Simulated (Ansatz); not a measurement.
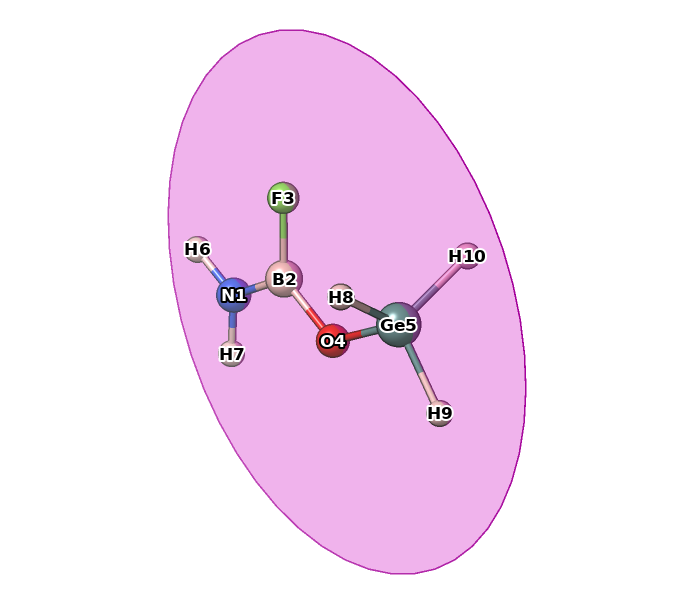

A disc through the centre of mass is drawn in. Depth is shown by fading: the farther an atom, the more it takes the colour of the background. The geometry was computed by an optimisation with PBE0-D4/def2-TZVP. No frequency run is at hand to confirm it as a minimum.

Is the plane of the disc a mirror plane of the structure?

Yes. The reflection leaves N1, B2, F3, O4, Ge5, H6, H7, H9 in place and moves H8 ↔ H10. The point group is Cs.
